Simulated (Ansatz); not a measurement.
## Convergence series on Al2O3 (R-3c, 10 atoms in the cell)

```xyz
10
Lattice="2.4215 1.3981 4.4066 -2.4215 1.3981 4.4066 0.0000 -2.7961 4.4066" Properties=species:S:1:pos:R:3 pbc="T T T"
Al     0.0000     0.0000     1.9552
Al     0.0000     0.0000    11.2646
Al     0.0000     0.0000     4.6547
Al     0.0000     0.0000     8.5652
O      0.9389     1.3981     7.7116
O     -0.9389    -1.3981     5.5083
O     -1.6802     0.1141     7.7116
O      1.6802    -0.1141     5.5083
O      0.7413    -1.5121     7.7116
O     -0.7413     1.5121     5.5083
```

Computed with PBE0, PAW files made with PBE (plane waves; Ansatz, a first-principles code).

The starting cell comes from a database of computed structures (which also holds hypothetical and non-ambient phases and stackings), without a prior relaxation at this level. Its lattice was rescaled by a random factor within 2.5 % of one. In the base run, with a pressure of about -13 GPa the cell is away from its equilibrium volume at this level. Ansatz's pressure includes its estimate of the finite-basis (Pulay) stress.

Held fixed: basis.ecutwfc = 420 eV; hamiltonian.xc = pbe0; hamiltonian.pseudopotentials = {kind: paw} (the program's default PAW files); scf.occupations.method = fixed.

ΔF is the free energy per atom less that of the last row (6 6 6).

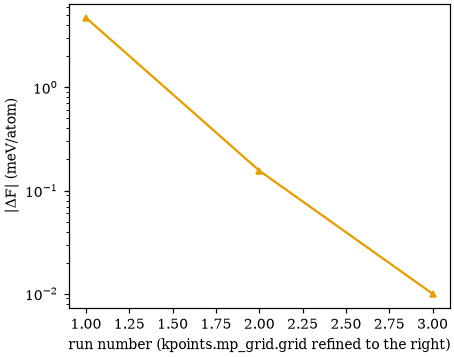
Size of the energy error against the last run of the series; values under 0.01 meV/atom are drawn at 0.01.

| kpoints.mp_grid.grid | ΔF (meV/atom) | pressure (GPa) | largest force (eV/Å) | gap on the mesh (eV) | k-points | iterations |
|---|---|---|---|---|---|---|
| 2 2 2 | 4.7 | -13.19 | 0.031 | 8.192 | 4 | 13 |
| 3 3 3 | 0.16 | -13.12 | 0.058 | 8.160 | 6 | 14 |
| 4 4 4 | 0.01 | -13.10 | 0.059 | 8.154 | 13 | 13 |
| 6 6 6 | 0.00 | -13.10 | 0.059 | 8.152 | 32 | 13 |

Energy within 2 meV/atom of the last row: from kpoints.mp_grid.grid = 3 3 3 on; the one before it is off by 4.7 meV/atom.

Largest force within 0.005 eV/Å of the last row: from kpoints.mp_grid.grid = 3 3 3 on; the one before it is off by 0.028 eV/Å. The value it settles on is 0.059 eV/Å at this level of theory and with the other settings as held.

Gaps are taken between levels on the mesh.

Keys are those of Ansatz 0.2.
